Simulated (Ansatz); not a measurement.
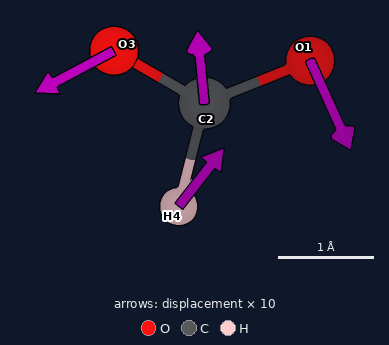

A relaxation of CHO₂ (multiplicity 2) (coarse preliminary run). The starting structure is drawn; purple arrows show the displacements, magnified 10 times. The two geometries are superimposed by the best rigid fit.

Style: ball-and-stick. Shown at a tilt.

The start comes from a force field.

All numbers below come from UKS PBE-D4/def2-SVP in Ansatz. Set-up: force threshold 0.03 eV/Å; at most 200 steps.

What happened in the run?

The atom that moves furthest after the best rigid fit is O1 (0.12 Å). Largest moves by element: O 0.12 Å, C 0.09 Å, H 0.08 Å. Some distances before and after: O1–C2 1.218 → 1.234 Å, C2–H4 1.169 → 1.180 Å. Bond angles that change, for instance: O1–C2–O3 128.3° → 144.6°, O1–C2–H4 120.3° → 107.7°, O3–C2–H4 111.4° → 107.7°. After 4 accepted moves (5 points after the start) the energy has fallen by 34.5 kJ/mol. Largest force component: 2.7 eV/Å at the start, 0.017 eV/Å at the end. The line search rejected the trial step at point 3 of the run.
